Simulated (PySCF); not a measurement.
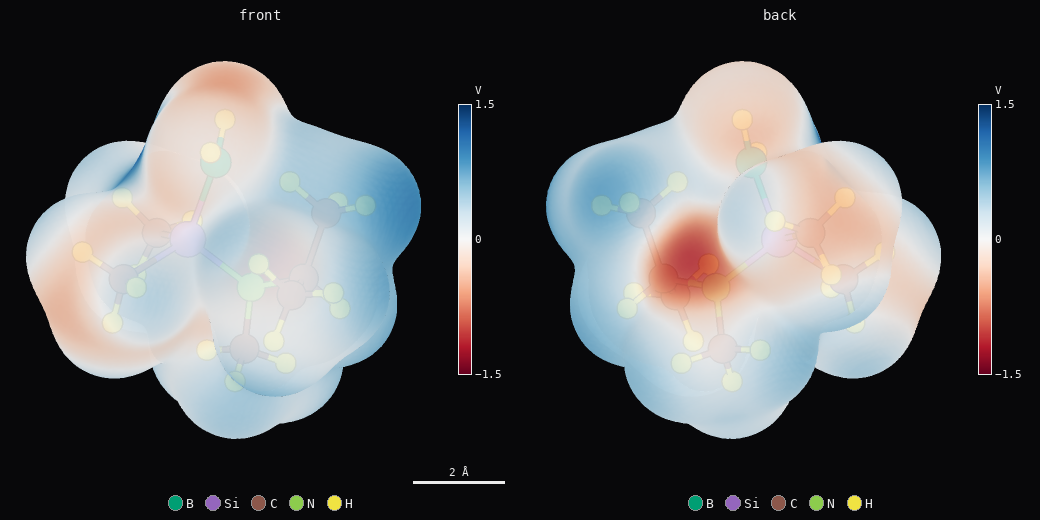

*C6H18BNSi. The electrostatic potential painted on the density surface at 0.002 e/bohr³, seen from the front and from behind; red is negative and blue positive.*

Geometry: GFN2-xTB.

Method: PySCF 2.14.0, PBE0/pcSseg-1, SCF density, gas phase, non-relativistic.

```yaml
atoms:
  - { symbol: B, position_ang: [-1.0811, 1.9689, 0.0826] }
  - { symbol: Si, position_ang: [-1.1239, 0.0128, -0.0896] }
  - { symbol: C, position_ang: [-1.7761, -0.9188, 1.4677] }
  - { symbol: C, position_ang: [-2.2103, -0.6489, -1.5265] }
  - { symbol: N, position_ang: [0.5050, -0.5156, -0.4660] }
  - { symbol: C, position_ang: [0.8054, -1.9205, -0.5916] }
  - { symbol: C, position_ang: [1.6477, 0.3018, -0.1220] }
  - { symbol: C, position_ang: [1.4728, 1.7064, -0.6829] }
  - { symbol: C, position_ang: [1.9149, 0.3514, 1.3873] }
  - { symbol: H, position_ang: [-1.4477, 2.6593, -0.7926] }
  - { symbol: H, position_ang: [-0.9951, 2.4862, 1.1344] }
  - { symbol: H, position_ang: [-1.2118, -0.6653, 2.3613] }
  - { symbol: H, position_ang: [-1.7095, -1.9955, 1.3367] }
  - { symbol: H, position_ang: [-2.8175, -0.6812, 1.6643] }
  - { symbol: H, position_ang: [-3.2072, -0.2229, -1.4682] }
  - { symbol: H, position_ang: [-1.8000, -0.3845, -2.4961] }
  - { symbol: H, position_ang: [-2.3237, -1.7281, -1.5002] }
  - { symbol: H, position_ang: [1.1084, -2.3759, 0.3591] }
  - { symbol: H, position_ang: [1.6135, -2.0718, -1.3138] }
  - { symbol: H, position_ang: [-0.0778, -2.4390, -0.9506] }
  - { symbol: H, position_ang: [2.5276, -0.1460, -0.6084] }
  - { symbol: H, position_ang: [1.3525, 1.6713, -1.7624] }
  - { symbol: H, position_ang: [0.5623, 2.1593, -0.2587] }
  - { symbol: H, position_ang: [2.3174, 2.3426, -0.4265] }
  - { symbol: H, position_ang: [2.8426, 0.8788, 1.5974] }
  - { symbol: H, position_ang: [1.0962, 0.8581, 1.8910] }
  - { symbol: H, position_ang: [1.9956, -0.6567, 1.7863] }
```

Which sites attract a positive test charge, and which a negative one?

A positive charge is drawn to the negative regions and a negative charge to the positive ones. The most negative region (about −1.0 V) lies over N5, the most positive (about +1.0 V) over B1 and Si2. N5 is the likeliest acceptor of a hydrogen bond.

What dipole moment does the calculation give?

Its dipole moment is 1.68 D.
